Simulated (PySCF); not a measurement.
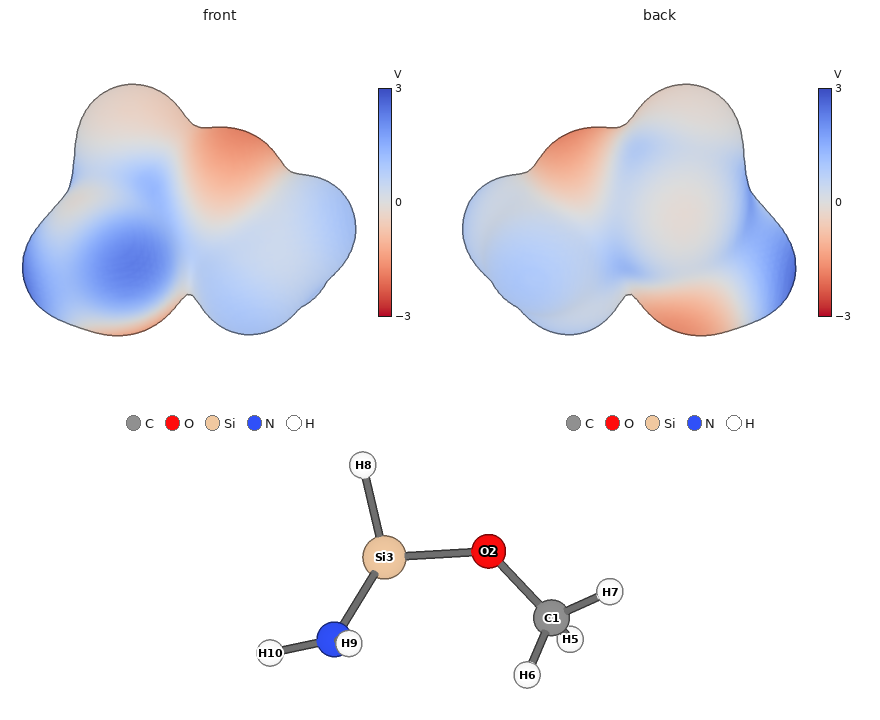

The picture shows: CH$_{6}$NOSi (SMILES CO[SiH]N) (doublet). The electrostatic potential painted on the density surface at 0.004 e/bohr³, seen from the front and from behind; red is negative and blue positive. The bare structure is drawn below in the same view.

Geometry: GFN2-xTB.

Computed with UKS B3LYP, pcH-1 on C H N O Si, non-relativistic, mean-field spin-orbit, GIAO (PySCF).

```
atom    x (Å)    y (Å)    z (Å)
   C  -1.5312  -0.2979   0.3107
   O  -0.7707   0.7123  -0.2610
  Si   0.8321   1.0069  -0.1201
   N   1.7080  -0.4371  -0.4796
   H  -1.6556  -0.1266   1.3843
   H  -1.0674  -1.2773   0.1676
   H  -2.5147  -0.2940  -0.1635
   H   0.8853   2.1474  -1.0240
   H   1.4107  -0.9928  -1.2740
   H   2.7124  -0.4361  -0.4157
```

### Describe the electrostatic potential map.

The most negative region (about −1.7 V) lies over O2, the most positive (about +2.4 V) over H10. O2 is the likeliest acceptor of a hydrogen bond.
